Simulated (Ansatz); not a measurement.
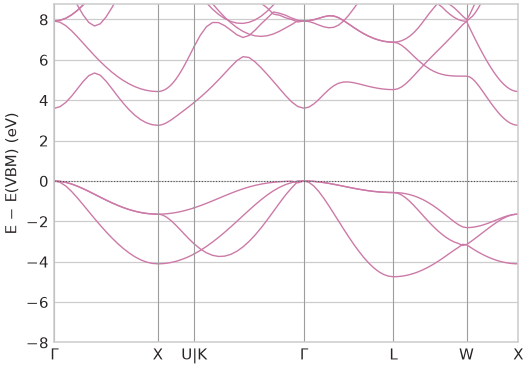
Band structure from PBE in the plane-wave PAW code Ansatz

### Question
Read off the gap and where the band edges lie.

### Answer
About 2.8 eV (2.76 eV by a search for the band edges); maximum at Γ, minimum at X.

### Question
Which compound is it?
A) MgTe, zinc blende
B) MgS, rock salt
C) Na2S, anti-fluorite
D) BeS, rock salt

### Answer
B, MgS, rock salt

Space group Fm-3m (rock salt). Symmetry was held in the PBE relaxation.

Potentials: the later of the program's two PAW sets.
